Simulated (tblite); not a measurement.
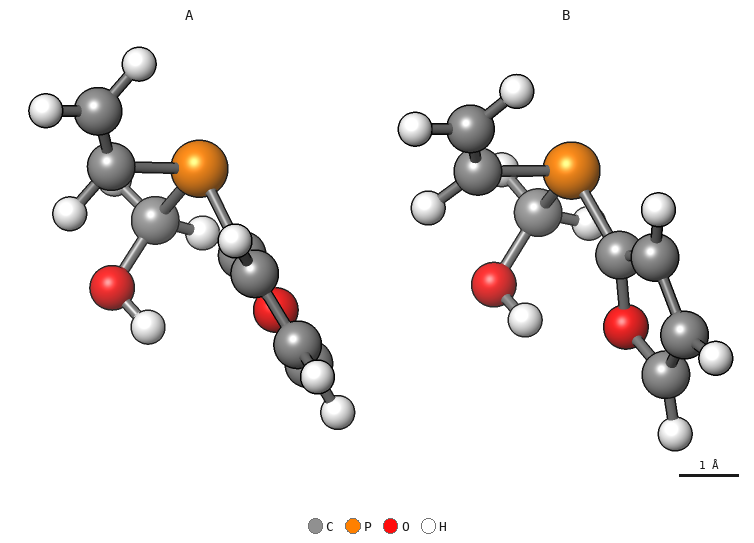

Two geometries of C₇H₉O₂P, drawn at one scale. One is the start of a relaxation, the other its converged end. Style: ball-and-stick. Shown from a free direction.

All numbers below come from GFN2-xTB geometry optimisation, gas phase in tblite. 

> Which one is relaxed?

Structure A is the relaxed one. The energy falls by 0.205 eV in 150 geometry steps. The largest move after the best rigid fit is that of an H atom, 0.98 Å. By element the largest moves are H 0.98 Å, O 0.57 Å, C 0.49 Å, P 0.09 Å. Some distances before and after: C–P 1.839 → 1.885 Å, C–O 1.442 → 1.399 Å, C–P 1.857 → 1.825 Å, C–H 1.107 → 1.084 Å. Bond angles that change, for instance: P–C–O 124.2° → 118.4°, P–C–C 125.9° → 131.4°, O–C–H 106.7° → 111.8°. Groups turn about C–P by about 30°.
